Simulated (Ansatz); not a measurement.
# CH7BN2O: rotation by 180° about the N1–C2 bond, part 1 of 2

How high is the barrier for the rotation by 180° about the N1–C2 bond? Relax the two ends, then run a nudged elastic band between them. SMILES of the start: NCB(N)O.

Method: RKS PBE0-D4/6-31G*, in Ansatz 0.2.0.

## (1) Starting point

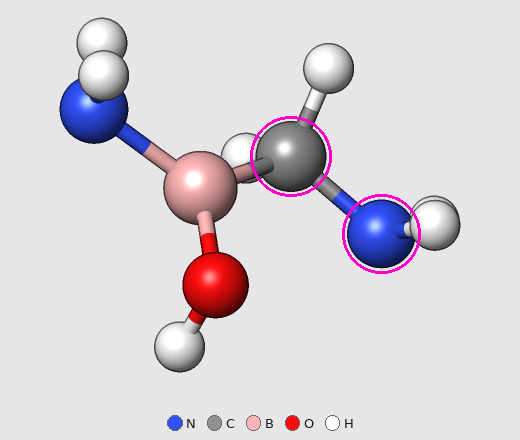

The starting structure, seen from a chosen angle (nitrogen blue, carbon grey, boron pink, oxygen red, hydrogen white). Ringed: N1, C2.

Structure file:

```xyz
12

N    -1.3698    0.7594    0.9012
C    -0.6183   -0.3527    0.4999
B     0.4851    0.0755   -0.5592
N     1.5565   -0.9580   -1.1017
O     0.6383    1.4574   -0.9987
H    -0.8398    1.4287    1.5126
H    -2.1861    0.4576    1.4768
H    -1.2281   -1.0935    0.0140
H    -0.1327   -0.7852    1.4393
H     1.2680   -1.8854   -0.6252
H     2.4296   -0.6944   -0.7613
H     0.0743    1.5355   -1.7638
```

## (2) End point A

File input.yaml:

```yaml
crystal:
  periodic: [false, false, false]
  atoms:
    - { symbol: "N", position_ang: [-1.3698, 0.7594, 0.9012] }
    - { symbol: C, position_ang: [-0.6183, -0.3527, 0.4999] }
    - { symbol: B, position_ang: [0.4851, 0.0755, -0.5592] }
    - { symbol: "N", position_ang: [1.5565, -0.958, -1.1017] }
    - { symbol: O, position_ang: [0.6383, 1.4574, -0.9987] }
    - { symbol: H, position_ang: [-0.8398, 1.4287, 1.5126] }
    - { symbol: H, position_ang: [-2.1861, 0.4576, 1.4768] }
    - { symbol: H, position_ang: [-1.2281, -1.0935, 0.014] }
    - { symbol: H, position_ang: [-0.1327, -0.7852, 1.4393] }
    - { symbol: H, position_ang: [1.268, -1.8854, -0.6252] }
    - { symbol: H, position_ang: [2.4296, -0.6944, -0.7613] }
    - { symbol: H, position_ang: [0.0743, 1.5355, -1.7638] }
basis:
  gaussian: { orbitals: "6-31G*" }
hamiltonian:
  xc: pbe0
  dispersion: d4
relax:
  f_tol: 0.015
  max_steps: 40
```

On the command line:

```
> ansatz run input.yaml --threads 1 --pin off --max-ram 2048MiB --backend cpu --events-out ev --progress --plain --runs-dir out
```

What it wrote:

```text
Warning: RAYON_NUM_THREADS=1 ignored (pool sized by the plan → 1); use --threads N
The last accepted step is kept in <dir> (removed where the run ends without a failure and the disk answers)
Engine: ansatz 0.2.0, aarch64-unknown-linux-gnu
Functional definition: PBE0
  parameter a = 0.25
  parameter kappa = 0.804
  parameter beta = 0.06672455060314922
  exchange = (1 - a)*pbe_x(kappa = kappa, mu = beta*pi^2/3) + a*exact_x
  correlation = pbe_c(beta = beta)
1029 factors; integrals over basis functions are off by at most 4.0e-4 eV
mean field evaluation 1: about -6836.6095 eV, gradient 7.3e1 eV
mean field evaluation 2: about -6828.9030 eV, gradient 9.5e1 eV
mean field evaluation 4: about -6846.9204 eV, gradient 3.1e0 eV
mean field evaluation 8: about -6846.9539 eV, gradient 3.7e-2 eV
mean field -6846.95391386 eV, -251.6209153022 hartree, gradient 4.3e-5 eV, S^2 0.000000; 0 other end points of the search recorded, 0 dependent functions left out
the calculation of the forces begins
reference -6846.95393223 eV, -251.6209159775 hartree; 20, 20 occupied and 69, 69 virtual orbitals, 1029 factors
relax step   1: F+E_penalty+E_count = -6847.11513994 eV  Δ(F+E_penalty+E_count) = +0.000e0 eV  max|allowed force component| = 5.583e0 eV/Å  Δτ_max = 0.0000 Å  (25 SCF iters, accepted)
these checks for a lower state are left out or cut short: starts, cluster_reference, orbital_swaps, neighbouring_geometries, increment
1029 factors; integrals over basis functions are off by at most 3.9e-4 eV
mean field evaluation 16: about -6847.2855 eV, gradient 1.1e1 eV
mean field -6847.80243353 eV, -251.6520978249 hartree, gradient 1.3e-5 eV, S^2 0.000000; 0 other end points of the search recorded, 0 dependent functions left out
the calculation of the forces begins
reference -6847.80245209 eV, -251.6520985069 hartree; 20, 20 occupied and 69, 69 virtual orbitals, 1029 factors
relax step   2: F+E_penalty+E_count = -6847.96431821 eV  Δ(F+E_penalty+E_count) = -8.492e-1 eV  max|allowed force component| = 2.477e0 eV/Å  Δτ_max = 0.1969 Å  (28 SCF iters, accepted)
these checks for a lower state are left out or cut short: starts, cluster_reference, orbital_swaps, neighbouring_geometries, increment
1029 factors; integrals over basis functions are off by at most 4.4e-4 eV
mean field -6848.08488917 eV, -251.6624778782 hartree, gradient 1.8e-5 eV, S^2 0.000000; 0 other end points of the search recorded, 0 dependent functions left out
the calculation of the forces begins
reference -6848.08490780 eV, -251.6624785630 hartree; 20, 20 occupied and 69, 69 virtual orbitals, 1029 factors
relax step   3: F+E_penalty+E_count = -6848.24781991 eV  Δ(F+E_penalty+E_count) = -2.835e-1 eV  max|allowed force component| = 2.767e0 eV/Å  Δτ_max = 0.1948 Å  (27 SCF iters, accepted)
these checks for a lower state are left out or cut short: starts, cluster_reference, orbital_swaps, neighbouring_geometries, increment
1029 factors; integrals over basis functions are off by at most 3.9e-4 eV
mean field evaluation 32: about -6848.3390 eV, gradient 2.2e-1 eV
mean field -6848.33927543 eV, -251.6718264009 hartree, gradient 2.3e-5 eV, S^2 0.000000; 0 other end points of the search recorded, 0 dependent functions left out
the calculation of the forces begins
reference -6848.33929385 eV, -251.6718270780 hartree; 20, 20 occupied and 69, 69 virtual orbitals, 1029 factors
relax step   4: F+E_penalty+E_count = -6848.50266870 eV  Δ(F+E_penalty+E_count) = -2.548e-1 eV  max|allowed force component| = 1.805e0 eV/Å  Δτ_max = 0.2000 Å  (28 SCF iters, accepted)
these checks for a lower state are left out or cut short: starts, cluster_reference, orbital_swaps, neighbouring_geometries, increment
1029 factors; integrals over basis functions are off by at most 3.5e-4 eV
mean field -6848.60729750 eV, -251.6816760304 hartree, gradient 1.8e-5 eV, S^2 0.000000; 0 other end points of the search recorded, 0 dependent functions left out
the calculation of the forces begins
reference -6848.60731596 eV, -251.6816767088 hartree; 20, 20 occupied and 69, 69 virtual orbitals, 1029 factors
relax step   5: F+E_penalty+E_count = -6848.77072475 eV  Δ(F+E_penalty+E_count) = -2.681e-1 eV  max|allowed force component| = 9.300e-1 eV/Å  Δτ_max = 0.2000 Å  (28 SCF iters, accepted)
these checks for a lower state are left out or cut short: starts, cluster_reference, orbital_swaps, neighbouring_geometries, increment
1029 factors; integrals over basis functions are off by at most 3.2e-4 eV
mean field -6848.73241317 eV, -251.6862739463 hartree, gradient 2.4e-5 eV, S^2 0.000000; 0 other end points of the search recorded, 0 dependent functions left out
the calculation of the forces begins
reference -6848.73243138 eV, -251.6862746158 hartree; 20, 20 occupied and 69, 69 virtual orbitals, 1029 factors
relax step   6: F+E_penalty+E_count = -6848.89754869 eV  Δ(F+E_penalty+E_count) = -1.268e-1 eV  max|allowed force component| = 5.923e-1 eV/Å  Δτ_max = 0.2000 Å  (27 SCF iters, accepted)
these checks for a lower state are left out or cut short: starts, cluster_reference, orbital_swaps, neighbouring_geometries, increment
1029 factors; integrals over basis functions are off by at most 3.5e-4 eV
mean field -6848.74254151 eV, -251.6866461561 hartree, gradient 1.4e-5 eV, S^2 0.000000; 0 other end points of the search recorded, 0 dependent functions left out
the calculation of the forces begins
reference -6848.74255971 eV, -251.6866468248 hartree; 20, 20 occupied and 69, 69 virtual orbitals, 1029 factors
relax step   7: F+E_penalty+E_count = -6848.90676214 eV  Δ(F+E_penalty+E_count) = -9.213e-3 eV  max|allowed force component| = 2.117e0 eV/Å  Δτ_max = 0.1964 Å  (28 SCF iters, accepted)
these checks for a lower state are left out or cut short: starts, cluster_reference, orbital_swaps, neighbouring_geometries, increment
1029 factors; integrals over basis functions are off by at most 3.3e-4 eV
mean field evaluation 64: about -6848.8513 eV, gradient 1.6e-5 eV
mean field -6848.85127758 eV, -251.6906421330 hartree, gradient 1.6e-5 eV, S^2 0.000000; 0 other end points of the search recorded, 0 dependent functions left out
the calculation of the forces begins
reference -6848.85129580 eV, -251.6906428024 hartree; 20, 20 occupied and 69, 69 virtual orbitals, 1029 factors
relax step   8: F+E_penalty+E_count = -6849.01575331 eV  Δ(F+E_penalty+E_count) = -1.090e-1 eV  max|allowed force component| = 2.387e-1 eV/Å  Δτ_max = 0.0810 Å  (28 SCF iters, accepted)
these checks for a lower state are left out or cut short: starts, cluster_reference, orbital_swaps, neighbouring_geometries, increment
1029 factors; integrals over basis functions are off by at most 3.5e-4 eV
mean field -6848.71043338 eV, -251.6854662042 hartree, gradient 1.0e-5 eV, S^2 0.000000; 0 other end points of the search recorded, 0 dependent functions left out
the calculation of the forces begins
reference -6848.71045187 eV, -251.6854668836 hartree; 20, 20 occupied and 69, 69 virtual orbitals, 1029 factors
relax step   9: F+E_penalty+E_count = -6848.87508206 eV  Δ(F+E_penalty+E_count) = +1.407e-1 eV  max|allowed force component| = 1.328e0 eV/Å  Δτ_max = 0.1837 Å  (28 SCF iters, rejected (line search))
these checks for a lower state are left out or cut short: starts, cluster_reference, orbital_swaps, neighbouring_geometries, increment
1029 factors; integrals over basis functions are off by at most 3.3e-4 eV
mean field -6848.86900596 eV, -251.6912936391 hartree, gradient 1.5e-5 eV, S^2 0.000000; 0 other end points of the search recorded, 0 dependent functions left out
the calculation of the forces begins
reference -6848.86902425 eV, -251.6912943109 hartree; 20, 20 occupied and 69, 69 virtual orbitals, 1029 factors
relax step  10: F+E_penalty+E_count = -6849.03357180 eV  Δ(F+E_penalty+E_count) = -1.782e-2 eV  max|allowed force component| = 1.309e-1 eV/Å  Δτ_max = 0.0919 Å  (28 SCF iters, accepted)
these checks for a lower state are left out or cut short: starts, cluster_reference, orbital_swaps, neighbouring_geometries, increment
1029 factors; integrals over basis functions are off by at most 3.3e-4 eV
mean field -6848.87036047 eV, -251.6913434162 hartree, gradient 1.0e-5 eV, S^2 0.000000; 0 other end points of the search recorded, 0 dependent functions left out
the calculation of the forces begins
reference -6848.87037886 eV, -251.6913440922 hartree; 20, 20 occupied and 69, 69 virtual orbitals, 1029 factors
relax step  11: F+E_penalty+E_count = -6849.03493970 eV  Δ(F+E_penalty+E_count) = -1.368e-3 eV  max|allowed force component| = 1.062e-1 eV/Å  Δτ_max = 0.0597 Å  (27 SCF iters, accepted)
these checks for a lower state are left out or cut short: starts, cluster_reference, orbital_swaps, neighbouring_geometries, increment
1029 factors; integrals over basis functions are off by at most 3.3e-4 eV
mean field -6848.87180961 eV, -251.6913966710 hartree, gradient 9.3e-6 eV, S^2 0.000000; 0 other end points of the search recorded, 0 dependent functions left out
the calculation of the forces begins
reference -6848.87182795 eV, -251.6913973452 hartree; 20, 20 occupied and 69, 69 virtual orbitals, 1029 factors
relax step  12: F+E_penalty+E_count = -6849.03643773 eV  Δ(F+E_penalty+E_count) = -1.498e-3 eV  max|allowed force component| = 1.283e-1 eV/Å  Δτ_max = 0.0252 Å  (29 SCF iters, accepted)
these checks for a lower state are left out or cut short: starts, cluster_reference, orbital_swaps, neighbouring_geometries, increment
1029 factors; integrals over basis functions are off by at most 3.3e-4 eV
mean field evaluation 96: about -6848.8724 eV, gradient 8.5e-4 eV
mean field -6848.87242001 eV, -251.6914191029 hartree, gradient 1.8e-5 eV, S^2 0.000000; 0 other end points of the search recorded, 0 dependent functions left out
the calculation of the forces begins
reference -6848.87243833 eV, -251.6914197762 hartree; 20, 20 occupied and 69, 69 virtual orbitals, 1029 factors
relax step  13: F+E_penalty+E_count = -6849.03700998 eV  Δ(F+E_penalty+E_count) = -5.723e-4 eV  max|allowed force component| = 1.143e-2 eV/Å  Δτ_max = 0.0113 Å  (22 SCF iters, accepted)
1029 factors; integrals over basis functions are off by at most 3.3e-4 eV
mean field -6848.87242001 eV, -251.6914191029 hartree, gradient 1.8e-5 eV, S^2 0.000000; 1 other end points of the search recorded, 0 dependent functions left out
the calculation of the forces begins
reference -6848.87243833 eV, -251.6914197762 hartree; 20, 20 occupied and 69, 69 virtual orbitals, 1029 factors
Total energy: -6849.03702830 eV, -251.6974683459 hartree
Atom 0 at    -1.292957     0.906642     0.768929 Å, force    -0.003127     0.010383    -0.008322 eV/Å
Atom 1 at    -0.616980    -0.364748     0.461493 Å, force     0.006492    -0.011220    -0.000005 eV/Å
Atom 2 at     0.589057    -0.045670    -0.540103 Å, force    -0.010865    -0.003951     0.011435 eV/Å
Atom 3 at     1.650916    -0.938752    -0.772007 Å, force     0.008401    -0.011194     0.001266 eV/Å
Atom 4 at     0.537010     1.153775    -1.192641 Å, force    -0.008981     0.005599     0.001287 eV/Å
Atom 5 at    -0.765308     1.410767     1.476338 Å, force     0.002400     0.005462     0.001708 eV/Å
Atom 6 at    -2.216172     0.749887     1.162373 Å, force    -0.002079    -0.001900    -0.000061 eV/Å
Atom 7 at    -1.336688    -0.998912    -0.074659 Å, force    -0.001778     0.002782    -0.003623 eV/Å
Atom 8 at    -0.315536    -0.940190     1.352654 Å, force     0.004465    -0.001299    -0.002033 eV/Å
Atom 9 at     1.741864    -1.827561    -0.309769 Å, force     0.003225    -0.002053     0.001403 eV/Å
Atom 10 at     2.381088    -0.738888    -1.437458 Å, force     0.003319    -0.000375    -0.005415 eV/Å
Atom 11 at    -0.279294     1.578550    -0.861249 Å, force    -0.001471     0.007766     0.002359 eV/Å
Dipole moment:    -0.107106    -0.317799     0.431434 e Å
```

It took 55 s on 1 thread of Arm Neoverse V2, shared host; peak memory 0.18 GiB.

The steps of the relaxation:

```tsv
step	energy from step 1 (eV)	largest force component (eV/Å)
1	0.0000	5.5832
2	-0.8492	2.4768
3	-1.1327	2.7674
4	-1.3875	1.8049
5	-1.6556	0.9300
6	-1.7824	0.5923
7	-1.7916	2.1173
8	-1.9006	0.2387
9x	-1.7599	1.3280
10	-1.9184	0.1309
11	-1.9198	0.1062
12	-1.9213	0.1283
13	-1.9219	0.0114
```

Step 1 is the start. 1 step was tried and not accepted (marked x).

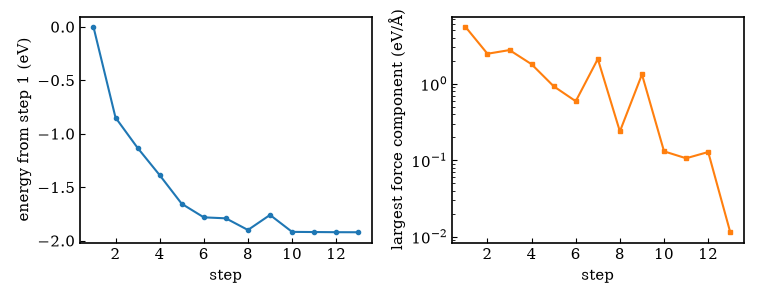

How energy and force went from step to step.

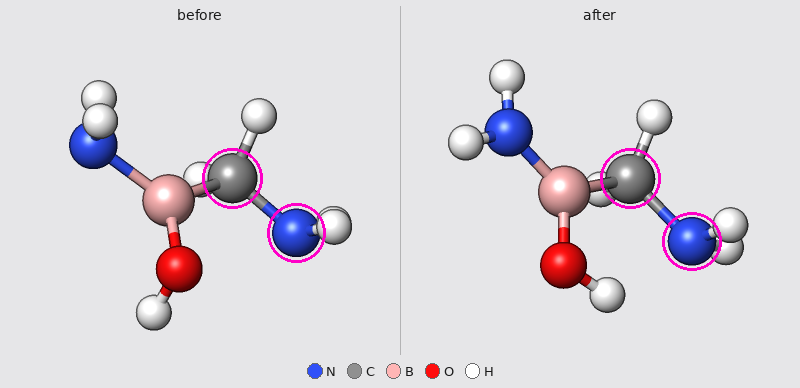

Before and after, at one scale.

After: Bond lengths: N1–C2 1.472 Å, C2–B3 1.600 Å, B3–N4 1.407 Å, B3–O5 1.366 Å, N1–H6 1.016 Å, N1–H7 1.016 Å, C2–H8 1.099 Å, C2–H9 1.103 Å, N4–H10 1.006 Å, N4–H11 1.008 Å, O5–H12 0.978 Å. Angles (14 of 16 angles, heavy atoms first): N1–C2–B3 107.7°, C2–B3–N4 123.1°, C2–B3–O5 116.4°, N4–B3–O5 120.5°, N1–C2–H8 107.4°, N1–C2–H9 114.0°, B3–C2–H8 107.7°, B3–C2–H9 113.8°, C2–N1–H6 109.6°, C2–N1–H7 111.4°, B3–N4–H10 123.6°, B3–N4–H11 122.0°, B3–O5–H12 104.5°, H8–C2–H9 105.8°.

## (3) Relaxing end B

The second end starts from a geometry with the move made by hand.

File input.yaml:

```yaml
crystal:
  periodic: [false, false, false]
  atoms:
    - { symbol: "N", position_ang: [-1.3698, 0.7594, 0.9012] }
    - { symbol: C, position_ang: [-0.6183, -0.3527, 0.4999] }
    - { symbol: B, position_ang: [-1.12586, -1.66264, 1.24082] }
    - { symbol: "N", position_ang: [-0.5337, -3.09095, 0.89498] }
    - { symbol: O, position_ang: [-2.23277, -1.63321, 2.1896] }
    - { symbol: H, position_ang: [-0.8398, 1.4287, 1.5126] }
    - { symbol: H, position_ang: [-2.1861, 0.4576, 1.4768] }
    - { symbol: H, position_ang: [0.42081, -0.2472, 0.75655] }
    - { symbol: H, position_ang: [-0.74478, -0.45165, -0.63127] }
    - { symbol: H, position_ang: [0.23217, -2.86999, 0.16357] }
    - { symbol: H, position_ang: [-1.23343, -3.61111, 0.462] }
    - { symbol: H, position_ang: [-1.82474, -1.4805, 3.03799] }
basis:
  gaussian: { orbitals: "6-31G*" }
hamiltonian:
  xc: pbe0
  dispersion: d4
relax:
  f_tol: 0.015
  max_steps: 40
```

On the command line:

```
> ansatz run input.yaml --threads 1 --pin off --max-ram 2048MiB --backend cpu --events-out ev --progress --plain --runs-dir out
```

What it wrote, cut to the lines that bear on the results:

```text
Warning: RAYON_NUM_THREADS=1 ignored (pool sized by the plan → 1); use --threads N
[...]
[... 1 set-up line as earlier in the session ...]
[...]
1028 factors; integrals over basis functions are off by at most 4.0e-4 eV
[...]
mean field -6846.96631581 eV, -251.6213710656 hartree, gradient 1.1e-5 eV, S^2 0.000000; 0 other end points of the search recorded, 0 dependent functions left out
[...]
reference -6846.96633396 eV, -251.6213717324 hartree; 20, 20 occupied and 69, 69 virtual orbitals, 1028 factors
relax step   1: F+E_penalty+E_count = -6847.12894926 eV  Δ(F+E_penalty+E_count) = +0.000e0 eV  max|allowed force component| = 5.495e0 eV/Å  Δτ_max = 0.0000 Å  (26 SCF iters, accepted)
[...]
relax step   4: F+E_penalty+E_count = -6848.23482436 eV  Δ(F+E_penalty+E_count) = -1.054e-1 eV  max|allowed force component| = 1.459e0 eV/Å  Δτ_max = 0.1941 Å  (27 SCF iters, accepted)
[...]
relax step   7: F+E_penalty+E_count = -6848.55472565 eV  Δ(F+E_penalty+E_count) = -1.098e-1 eV  max|allowed force component| = 1.143e0 eV/Å  Δτ_max = 0.1928 Å  (28 SCF iters, accepted)
[...]
relax step  10: F+E_penalty+E_count = -6848.74769200 eV  Δ(F+E_penalty+E_count) = -6.243e-2 eV  max|allowed force component| = 8.602e-1 eV/Å  Δτ_max = 0.0979 Å  (28 SCF iters, accepted)
[...]
relax step  11: F+E_penalty+E_count = -6848.76656713 eV  Δ(F+E_penalty+E_count) = -1.888e-2 eV  max|allowed force component| = 5.288e-1 eV/Å  Δτ_max = 0.0999 Å  (27 SCF iters, accepted)
[...]
relax step  12: F+E_penalty+E_count = -6848.78378213 eV  Δ(F+E_penalty+E_count) = -1.722e-2 eV  max|allowed force component| = 4.665e-1 eV/Å  Δτ_max = 0.1497 Å  (28 SCF iters, accepted)
[...]
1028 factors; integrals over basis functions are off by at most 3.7e-4 eV
```

(Continued in part 2 of 2.)
